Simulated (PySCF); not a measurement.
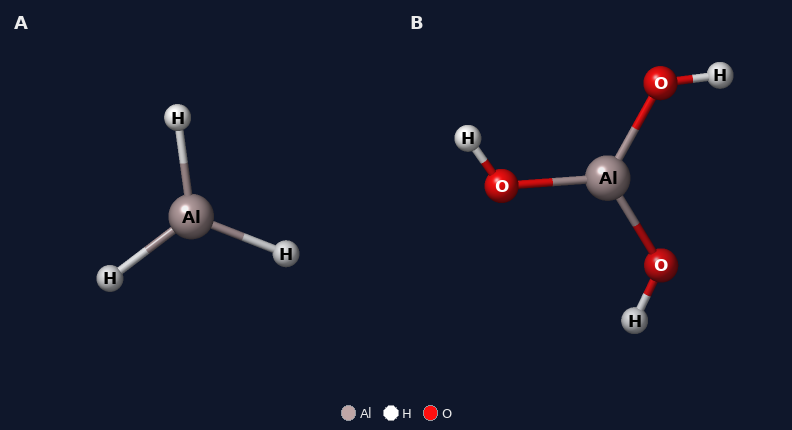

Two related species, optimised with PBE0-D3(BJ)/def2-SVP; properties computed with PySCF 2.14.0. Both: charge 0, singlet.

Question. What are A and B?

Answer. A is AlH3, B is Al(OH)3.

Compare them. With PBE/pcSseg-1 (pcSseg-2 on Al): HOMO–LUMO gap (eV), HOMO energy (Kohn–Sham orbital) (eV), shielding of Al (ppm). With PBE0/pcSseg-1 (pcSseg-2 on Al): Hirshfeld charge of Al (e), IAO charge of Al (e). With ωB97X-D/def2-SVPD: lowest vertical singlet excitation (eV), mean static polarisability (bohr³).

```csv
quantity,A,B
HOMO–LUMO gap (eV),4.75,5.99
HOMO energy (Kohn–Sham orbital) (eV),−7.29,−7.10
shielding of Al (ppm),252.0,446.7
Hirshfeld charge of Al (e),0.51,0.71
IAO charge of Al (e),0.61,1.41
lowest vertical singlet excitation (eV),5.37,7.23
mean static polarisability (bohr³),32.6,34.5
```

Each is one conformer, and no frequency run is at hand to confirm it as a minimum.
